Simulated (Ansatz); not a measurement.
**P_S in BaLa2S4 (I-42d): charge-transition levels and formation energies**

Aim: at which Fermi levels does P_S in BaLa2S4 (I-42d) change its charge? The model is a cell of 56 host atoms with 1 S taken out and 1 P put in.

Main program and level: Ansatz 0.2.0; place-levels on PBEsol runs: charge-transition levels and formation energies with image-charge correction and potential alignment at the atomic sites.

## Step 1: The starting structure

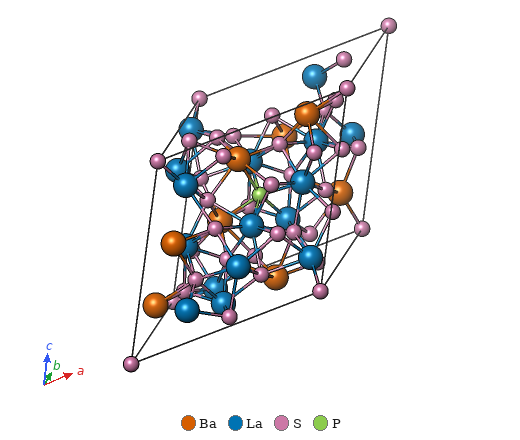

The cell as given, slightly off an axis (barium orange, lanthanum blue, sulfur pink, phosphorus green). Bonds to atoms that aren't drawn are left out. Some periodic images of atoms are drawn too.

The cell holds 56 atoms: 8 Ba, 16 La, 31 S and 1 P. Cell: a = 12.447 Å, b = 12.447 Å, c = 12.477 Å, α = 59.9°, β = 59.9°, γ = 60.2°. It derives from BaLa2S4 (space group I-42d). Nearest the centre at fractional (0.361, 0.449, 0.472): P38 at 0.00 Å, La18 at 2.89 Å, La14 at 2.98 Å, La23 at 3.06 Å, Ba1 at 3.06 Å, La10 at 3.14 Å, Ba6 at 3.18 Å, S51 at 3.22 Å.

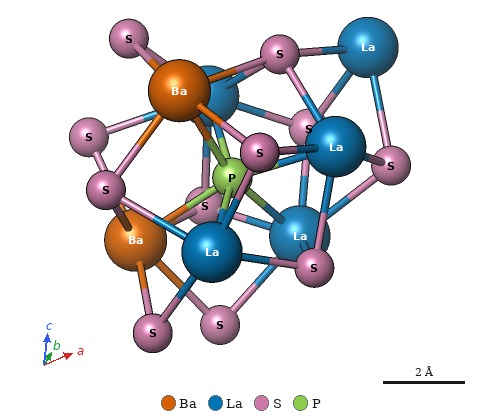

The atoms within 5 Å of the centre.

Known beforehand: the electronic dielectric constant, (7.76, 7.76, 7.54), and the static one, (20.97, 20.97, 18.13), computed on the host (DFPT, PBEsol).

The cell's shortest repeat is 12.4 Å.

## Step 2: What was run first

A transition level is the Fermi level at which two charge states cost the same, so each charge needs its own total energy, at its own relaxed structure.

Each atom starts 0.05 Å or so off its site in a random direction. Forces are taken at one point at (¼, ¼, ¼). The cell holds 1 electron more than the neutral one, with a uniform background that keeps it neutral on the whole.

The sampling was tested on the host first: at the k-points planned (1x1x1 shifted 0.25 0.25 0.25) its energy lies 0.005 eV an atom from the dense-mesh value, under the bound of 0.02 eV set for this test; that bounds the host's error, not the defect's.

One state's input; the others differ in charge, spin, start and seed, and in occupations where the table says so.

The input, qm1.relax/input.yaml:

```yaml
crystal:
  lattice:
    - [0.0, 8.82241619, 8.7801378]
    - [8.82241619, 0.0, 8.7801378]
    - [8.82241619, 8.82241619, 0.0]
  atoms:
    - { symbol: Ba, position: [0.125, 0.625, 0.375] }
    - { symbol: Ba, position: [0.375, 0.875, 0.625] }
[... 3 atom lines left out ...]
    - { symbol: Ba, position: [0.25, 0.25, 0.75] }
    - { symbol: Ba, position: [0.5, 0.5, 0.0] }
[... 2 atom lines left out ...]
    - { symbol: La, position: [0.37368137, 0.25131863, 0.37631863] }
    - { symbol: La, position: [0.62368137, 0.50131863, 0.62631863] }
[... 2 atom lines left out ...]
    - { symbol: La, position: [0.24868137, 0.62631863, 0.62368137] }
[... 3 atom lines left out ...]
    - { symbol: La, position: [0.50131863, 0.62368137, 0.24868137] }
[... 4 atom lines left out ...]
    - { symbol: La, position: [0.62631863, 0.24868137, 0.50131863] }
[... 1 atom line left out ...]
    - { symbol: S, position: [0.23611748, 0.82415068, 0.34321553] }
    - { symbol: S, position: [0.48611748, 0.07415068, 0.59321553] }
[... 2 atom lines left out ...]
    - { symbol: S, position: [0.07415068, 0.48611748, 0.84651631] }
    - { symbol: S, position: [0.32415068, 0.73611748, 0.09651631] }
[... 4 atom lines left out ...]
    - { symbol: S, position: [0.71821553, 0.47151631, 0.36111748] }
    - { symbol: S, position: [0.96821553, 0.72151631, 0.61111748] }
[... 1 atom line left out ...]
    - { symbol: P, position: [0.36111748, 0.44915068, 0.47151631] }
[... 3 atom lines left out ...]
    - { symbol: S, position: [0.44915068, 0.36111748, 0.71821553] }
[... 2 atom lines left out ...]
    - { symbol: S, position: [0.09321553, 0.34651631, 0.57415068] }
[... 5 atom lines left out ...]
    - { symbol: S, position: [0.59651631, 0.34321553, 0.23611748] }
[... 1 atom line left out ...]
    - { symbol: S, position: [0.22151631, 0.46821553, 0.19915068] }
    - { symbol: S, position: [0.47151631, 0.71821553, 0.44915068] }
[... 1 atom line left out ...]
    - { symbol: S, position: [0.97151631, 0.21821553, 0.94915068] }
  host:
    repeats: [1, 1, 1]
    atoms:
      - { symbol: Ba, position: [0.125, 0.625, 0.375] }
      - { symbol: Ba, position: [0.375, 0.875, 0.625] }
      # ... 54 more atoms of the perfect host
total_charge: -1
basis:
  ecutwfc: 420
  xc_grid: 2
hamiltonian:
  xc: pbesol
kpoints:
  mp_grid: { grid: [1, 1, 1], shift: [0.25, 0.25, 0.25] }
scf:
  occupations: { method: fixed }
  max_iter: 100
output:
  forces: true
  charged_corrections:
    epsilon: [7.76, 7.76, 7.54]
    static_epsilon: [20.97, 20.97, 18.13]
    defect_position: [0.361117, 0.449151, 0.471516]
relax:
  f_tol: 0.02
  max_steps: 80
  random_displacement: { amplitude: 0.05, seed: 8714 }
checkpoint:
  write: "../qm1.relax.run"
  compress: false
  write_wavefunctions: true
  write_every: 100000
```

On the command line:

```console
ansatz run input.yaml --threads 4 --pin off --max-ram 7536MiB --backend cpu --events-out ev --progress --plain --runs-dir out
```

Defect states can disperse in a cell of this size, so the energy is taken again at a 2×2×2 shifted mesh, on the relaxed structure.

The run of this state that the levels use, under PBEsol:

The input, qm1.point/input.yaml:

```yaml
crystal:
  checkpoint: "../qm1.relax.run"
  host: checkpoint
total_charge: -1
basis:
  ecutwfc: 420
  xc_grid: 2
hamiltonian:
  xc: pbesol
kpoints:
  mp_grid: { grid: [2, 2, 2], shift: [0.5, 0.5, 0.5] }
scf:
  occupations: { method: fermi_dirac, width: 0.01 }
  max_iter: 100
output:
  forces: true
  eigenvalues: true
  charged_corrections:
    epsilon: [7.76, 7.76, 7.54]
    static_epsilon: [20.97, 20.97, 18.13]
    defect_position: [0.361117, 0.449151, 0.471516]
  eigenstates: { localisation: true }
  populations: true
  band_densities: [{ bands: [v1, v1] }, { bands: [c1, c1] }]
  write_density: true
  write_potential: true
  volumetric_format: npy
checkpoint:
  read: "../qm1.relax.run"
  write: "../qm1.point.run"
  compress: false
  write_wavefunctions: false
  write_every: 100000
```

Relaxations under PBEsol at one point at (¼, ¼, ¼); times on 4 threads of Intel Xeon Platinum 8175M at 2.50GHz (Skylake/Cascade Lake), shared host:

```csv
charge,moment (μB),occupations,outcome,steps,largest displacement against the far atoms (Å),time
−1,0,fixed,converged,4,0.06,78 s
0,1,fixed,converged,12,0.26,6.9 min
```

Single points under PBEsol at a 2×2×2 shifted mesh; times on 4 threads of Intel Xeon Platinum 8175M at 2.50GHz (Skylake/Cascade Lake), shared host:

```csv
charge,moment (μB),occupations,outcome,time
−1,0,fermi-dirac,converged,2 min
0,1,fermi-dirac,converged,4.4 min
```

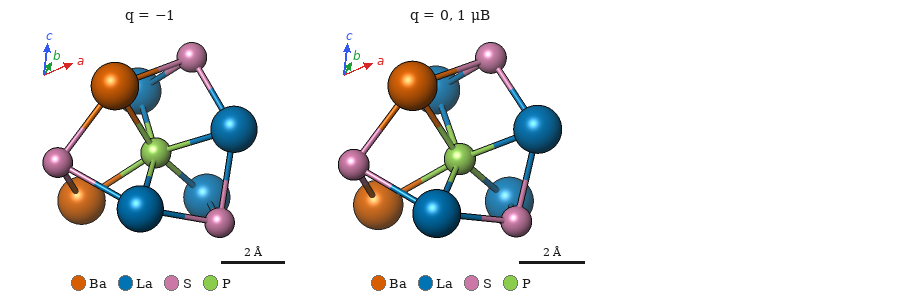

The structures near the centre after relaxation with PBEsol, by charge.

Distances (Å) from P38 to the nearest atoms after relaxation with PBEsol:

```csv
charge,moment (μB),1.,2.,3.,4.,5.,6.
−1,0,La 2.87,La 2.96,La 3.00,La 3.05,Ba 3.07,Ba 3.15
0,1,S 2.76,La 2.91,La 2.92,La 3.03,Ba 3.17,La 3.21
```

## Step 3: Levels against the band edges, PBEsol

A charged cell interacts with its images and the background, and its potential has another zero than the host's. place-levels removes the first by a point-charge model, screened by the static dielectric constant since the ions have relaxed around the charge, and the second by comparing potentials at atoms far from the defect.

The host is a run of the defect-free crystal in the same cutoffs, grids and k-points, so that basis and sampling errors cancel in part in the differences. Its band edges come from a run of the primitive cell that searches the zone for them. Chemical potentials are energies per atom of S (S12 rings, Pnnm, not the stable S8 form) and P (black phosphorus), run with the same functional and cutoff.

The input, levels.point.yaml:

```yaml
host:
  run: host.point.run
  levels_from: { run: edges.point.run }
states: [qm1.point.run, q0_M1.point.run]
geometry_from:
  qm1.point.run: qm1.relax.run
  q0_M1.point.run: q0_M1.relax.run
  host.point.run: host.relax.run
chemical_potentials:
  S:
    energy: -884.879081
    dataset: "<sha256 of the dataset>"
  P:
    energy: -740.035931
    dataset: <sha256 of the dataset>
epsilon: [7.76, 7.76, 7.54]
static_epsilon: [20.97, 20.97, 18.13]
vertical:
  - { from: qm1.point.run, to: qm1.point_neutral.run }
```

On the command line:

```console
ansatz place-levels levels.point.yaml -- --threads 4 --pin off --max-ram 7536MiB
```

Numbers of over 12 decimals in the logs are rounded to 6 here.

Log:

```text
[... repeated set-up lines and file paths are left out, and long positions are rounded to six places ...]
(0/-1) 0.735 eV above the valence edge, 1.190 eV under the conduction edge
formation energy of charge 0: +2.729 eV with the Fermi level at the valence edge
formation energy of charge -1: +3.464 eV with the Fermi level at the valence edge
vertical -1 to 0: no energy, since no alignment is typed
  the change from vertical[0].from (qm1.point.run) to vertical[0].to (qm1.point_neutral.run): by its spins about the atoms it stands at 0.391 0.435 0.473, with an rms radius of about 3.5 Å (1.8 1.9 2.3 Å across the planes of the cell's vectors); [...]
  edges by pbesol of host.levels_from (edges.point.run), its mesh sampled to repeats of 38.14 Å (the valence edge +0.079 eV and the conduction edge -0.143 eV from those of the host's own run), gap 1.925 eV; the host is sampled to repeats of 24.89 Å
  the defect's cells are sampled to repeats of 24.89 Å, like sampling
  charge 0: +0.000 eV for its dipole among its images, +0.000 omitted
  charge -1: -173765.3991 eV with its correction of +0.093 eV, at epsilon [20.97, 20.97, 18.13], aligned at sites: +0.0003 eV, mean over 11 atomic sites at or beyond 6.22 Å from the host's site at [0.3612, 0.4481, 0.4721] by the defect at [0.3611, 0.4492, [...]
  of states[1] (q0_M1.point.run): its displacements don't fall off away from the defect: farther atoms stand 0.017 Å off the host's places. [...]
  of states[0] (qm1.point.run): it parts from the run at its places by a charge that spreads by about 2.3 Å along one vector (1.8 Å or more is wide), by the spins about the atoms, where the cell does not tell a trapped carrier from a band state. [...]
  of vertical[0].from (qm1.point.run): it parts from the run at its places by a charge that spreads by about 2.3 Å along one vector (1.8 Å or more is wide), by the spins about the atoms, where the cell does not tell a trapped carrier from a band state. [...]
```

Wall time 0.34 s (4 threads of Intel Xeon Platinum 8175M at 2.50GHz (Skylake/Cascade Lake), shared host).

Under PBEsol the gap is 1.92 eV, (0/−1) 0.74 eV.

Levels between the charges placed, in eV above the valence top:

```csv
,gap (eV),(0/−1)
PBEsol,1.92,0.74
```

Corrections by state:

```csv
charge,moment (μB),image terms and alignment (eV),band filling (eV),ε used,"over the lowest of its charge, as the program ranks them, band filling apart (eV)"
0,1.0,0.000,-,-,0.000
−1,0.0,0.093,-,"principal values (18.13, 20.97, 20.97)",0.000
```

The charged structures listed were also run neutral, and place-levels reads from each pair, by the potential or the spins, how wide the charge is by which they differ; that can be the carrier of either run.

```csv
charge,rms radius (Å),spread where it is widest against the cell (Å),wide from (Å),reading
−1,3.5,2.26,1.76,wide
```

The neutral runs of these pairs need not share the spin of the lowest neutral state, and very wide values only mean spread over the cell.

From the program's caveats on the states, each cut to its opening words:

- charge 0 (1 μB): its displacements don't fall off away from the defect: farther atoms stand 0.017 Å off the host's places
- charge −1: it parts from the run at its places by a charge that spreads by about 2.3 Å along one vector (1.8 Å or more is wide), by the spins about the atoms, where the [...]

Chemical potentials of the elements' reference phases, run alike. Formation energy by charge state (elemental references; gap 1.92 eV):

```csv
charge,at valence top (eV),at conduction bottom (eV),correction included (eV)
0,2.73,2.73,0.00
−1,3.46,1.54,0.09
```

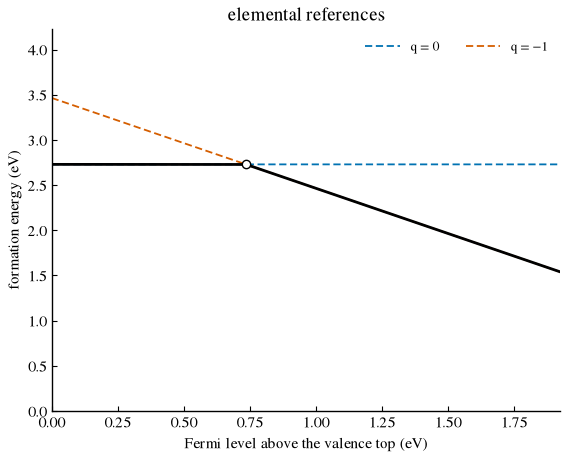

Formation energy against Fermi level; the thick line follows the lowest charge state and circles mark the transition levels.

The charge transition levels (eV, zero at the valence-band top of the host):

```csv
,conduction bottom,valence top
P_S,1.92,0.00
```

```csv
,level,energy (eV)
P_S,(0/−1),0.74
```

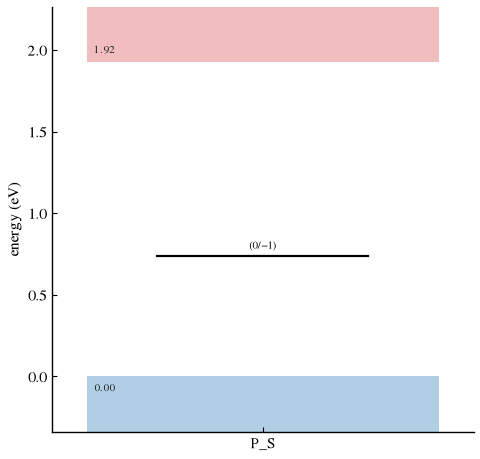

Charge transition levels. Shaded: valence and conduction bands.

## Step 4: Effect of the sampling

The relaxations' own energies give the levels at their sampling, for comparison.

The input, levels.relax_mesh.yaml:

```yaml
host:
  run: host.relax.run
  levels_from: { run: edges.relax.run }
states: [qm1.relax.run, q0_M1.relax.run]
chemical_potentials:
  S:
    energy: -884.879081
    dataset: "<sha256 of the dataset>"
  P:
    energy: -740.035931
    dataset: <sha256 of the dataset>
```

On the command line:

```console
ansatz place-levels levels.relax_mesh.yaml -- --threads 4 --pin off --max-ram 7536MiB
```

Log:

```text
(0/-1) 0.766 eV above the valence edge, 1.159 eV under the conduction edge
formation energy of charge 0: +2.719 eV with the Fermi level at the valence edge
formation energy of charge -1: +3.485 eV with the Fermi level at the valence edge
  edges by pbesol of host.levels_from (edges.relax.run), its mesh sampled to repeats of 38.14 Å (the valence edge +0.076 eV and the conduction edge -0.143 eV from those of the host's own run), gap 1.925 eV; the host is sampled to repeats of 12.45 Å
[... the lines on each state left out ...]
```

The job ended after 0.16 s (4 threads).

Levels between neighbouring charges, in eV above the valence top:

```csv
,gap (eV),(0/−1)
"one point at (¼, ¼, ¼)",1.92,0.77
a 2×2×2 shifted mesh,1.92,0.74
```

Going from one point at (¼, ¼, ¼) to a 2×2×2 shifted mesh moves the levels that carry no band-filling term by up to 0.03 eV and formation energies against the elements by up to 0.02 eV.

## Step 5: Placing the levels, r2SCAN

r2SCAN on the same structure is run to see how far the result rests on the functional, though not on the errors that semilocal functionals share; the sampling changes too, to one point at (¼, ¼, ¼), so differences hold both changes.

The input, qm1.r2scan/input.yaml:

```yaml
crystal:
  checkpoint: "../qm1.relax.run"
  host: checkpoint
total_charge: -1
basis:
  ecutwfc: 500
  xc_grid: 2
hamiltonian:
  xc: r2scan
kpoints:
  mp_grid: { grid: [1, 1, 1], shift: [0.25, 0.25, 0.25] }
scf:
  occupations: { method: fermi_dirac, width: 0.01 }
  max_iter: 100
output:
  forces: true
  eigenvalues: true
  charged_corrections:
    epsilon: [7.76, 7.76, 7.54]
    static_epsilon: [20.97, 20.97, 18.13]
    defect_position: [0.361117, 0.449151, 0.471516]
checkpoint:
  write: "../qm1.r2scan.run"
  compress: false
  write_wavefunctions: false
  write_every: 100000
```

Run time: 55 s. Hardware: 4 threads; peak memory 3.5 GiB.

The input, levels.r2scan.yaml:

```yaml
host:
  run: host.r2scan.run
  levels_from: { run: edges.r2scan.run }
states: [qm1.r2scan.run, q0_M1.r2scan.run]
geometry_from:
  qm1.r2scan.run: qm1.relax.run
  q0_M1.r2scan.run: q0_M1.relax.run
  host.r2scan.run: host.relax.run
chemical_potentials:
  S:
    energy: -905.805179
    dataset: "<sha256 of the dataset>"
  P:
    energy: -759.163824
    dataset: <sha256 of the dataset>
```

On the command line:

```console
ansatz place-levels levels.r2scan.yaml -- --threads 4 --pin off --max-ram 7536MiB
```

Log:

```text
(0/-1) 0.946 eV above the valence edge, 1.450 eV under the conduction edge
formation energy of charge 0: +2.947 eV with the Fermi level at the valence edge
formation energy of charge -1: +3.893 eV with the Fermi level at the valence edge
  edges by r2scan of host.levels_from (edges.r2scan.run), its mesh sampled to repeats of 38.14 Å (the valence edge +0.076 eV and the conduction edge -0.138 eV from those of the host's own run), gap 2.395 eV; the host is sampled to repeats of 12.45 Å
[... the lines on each state left out ...]
```

The job ended after 0.22 s (4 threads).

Under r2SCAN the gap is 2.40 eV, (0/−1) 0.95 eV.

## Step 6: A changed set-up

The levels are placed again with one choice changed, to see how much they rest on it.

levels.try0.yaml is levels.point.yaml with these lines changed:

```diff
-epsilon: [7.76, 7.76, 7.54]
-static_epsilon: [20.97, 20.97, 18.13]
+epsilon: 500.0
+static_epsilon: 500.0
```

On the command line:

```console
ansatz place-levels levels.try0.yaml -- --threads 4 --pin off --max-ram 7536MiB
```

Log:

```text
(0/-1) 0.677 eV above the valence edge, 1.248 eV under the conduction edge
formation energy of charge 0: +2.729 eV with the Fermi level at the valence edge
formation energy of charge -1: +3.406 eV with the Fermi level at the valence edge
vertical -1 to 0: no energy, since no alignment is typed
[...]
[... the lines on each state left out ...]
```

The change: a very large dielectric constant, which removes the point-charge term and changes the alignment.

Levels in eV above the valence top; the changed ones are not the defect's:

```csv
,gap (eV),(0/−1)
changed,1.92,0.68
as set up,1.92,0.74
```

The largest shift is 0.06 eV.

## Step 7: Side by side

Levels between neighbouring charges, in eV above each run's own valence top:

```csv
,gap (eV),(0/−1),CPU time a state at this stage (restarts are quicker than cold starts)
"PBEsol, 2×2×2 shifted mesh",1.92,0.74,12 min
"r2SCAN on PBEsol structures, (¼, ¼, ¼)",2.40,0.95,6.4 min
```

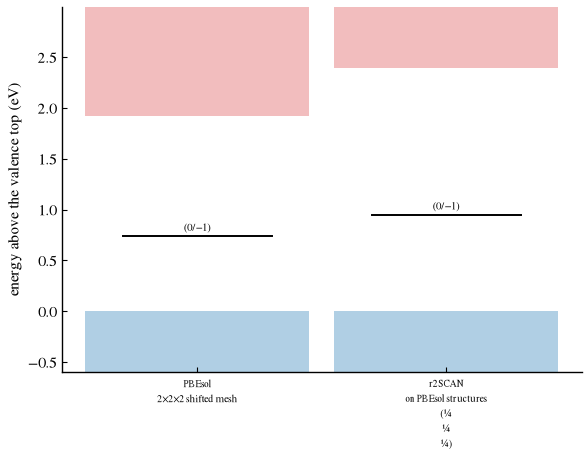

Levels between stable charges at each rung, each against its own band edges (shaded).

## Step 8: Summary of results

```
gap of the host                                                             : 1.92 eV (PBEsol)
level (0/minus 1)                                                           : 0.74 eV above the valence top
lowest of the charges placed, just above the valence top (0.02 eV)          : 0
lowest of the charges placed, just below the conduction bottom (0.02 eV)    : −1
lowest formation energy at mid-gap of the charges run, elemental references : 2.50 eV
```

**Reading.** Of the charges placed (−1 and 0), the lowest changes at 0.74 eV (0/−1) above the valence top, in a gap of 1.92 eV. Charges above 0 and below −1 were not placed, so these runs say nothing of levels that involve them. States placed: 0 at 1 μB; −1 at 0 μB. Other spin states or structures, where not listed, weren't placed. P is taken at its element; compounds, which aren't counted here, bound the chemical potentials and would shift these formation energies. Going from one point at (¼, ¼, ¼) to a 2×2×2 shifted mesh moves the levels that carry no band-filling term by up to 0.03 eV and formation energies against the elements by up to 0.02 eV. Keep in mind: PBEsol makes the gap too small and tends to spread out bound carriers; spin–orbit coupling, which can matter with heavy atoms, is left out.

[Logs are printed without paths, hosts, clocks, repeated set-up lines and the standing remarks that a program may print on its own settings, such as how far it seeks lower states.]

[Hosts, paths, dates, database ids (printed as entryN), source tags and the programs' standing remarks are cut or masked in the printed files.]

[Where a table of states has a column of steps, it counts the stored structures, which are thinned; the runs took as many ionic steps or more.]

[A defect's name tells the site on which it was built; relaxed atoms can leave that site.]

[For some hosts the program warned that the k-mesh of the response run may be too coarse for force constants and the static dielectric constant; such warnings are not shown here.]
